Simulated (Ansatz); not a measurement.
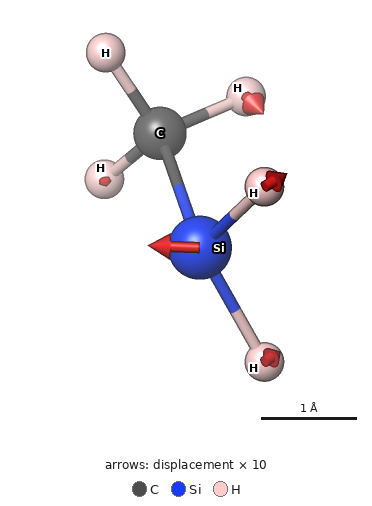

This is a relaxation of CH₅Si (multiplicity 2). The starting structure is drawn; red arrows show the displacements, 10 times their true length. The two geometries are superimposed by the best rigid fit.

The picture is a ball-and-stick view, seen from a free direction.

The start comes from GFN2-xTB.

Method: Ansatz 0.2.0, UKS PBE0-D4/def2-TZVP.

Input
```yaml
crystal:
  periodic: [false, false, false]
  atoms:
    - {symbol: C, position_ang: [-0.123260, -0.807940, 0.089500]}
    - {symbol: Si, position_ang: [0.177960, 1.053970, 0.262190]}
    - {symbol: H, position_ang: [-0.207070, -1.091760, -0.958800]}
    - {symbol: H, position_ang: [0.690350, -1.384490, 0.521230]}
    - {symbol: H, position_ang: [-1.041880, -1.109430, 0.585270]}
    - {symbol: H, position_ang: [-0.947830, 1.858640, -0.196010]}
    - {symbol: H, position_ang: [1.451720, 1.481010, -0.303390]}
basis:
  gaussian: {orbitals: def2-TZVP}
magnetization: {spin_polarized: true, initial_magnetization: 1}
hamiltonian: {xc: pbe0, dispersion: d4}
relax: {f_tol: 0.005, max_steps: 150}
```

**Atoms of which element are displaced furthest, and by how much?**

Silicon: up to 0.055 Å, against 0.038 Å for hydrogen.

**What did the optimiser do to the structure, and how much energy did it gain?**

The largest move after the best rigid fit is that of Si2, 0.055 Å. Largest moves by element: Si 0.055 Å, H 0.038 Å, C 0.007 Å. Near-neighbour distances that change, for instance: Si2–H6 1.458 → 1.491 Å, C1–Si2 1.894 → 1.875 Å, C1–H3 1.089 → 1.094 Å. Among the angles between lasting bonds that change: H6–Si2–H7 113.0° → 109.5°. The energy falls by 0.036 eV in 5 geometry steps. The largest force component goes from 0.86 to 0.00082 eV/Å.
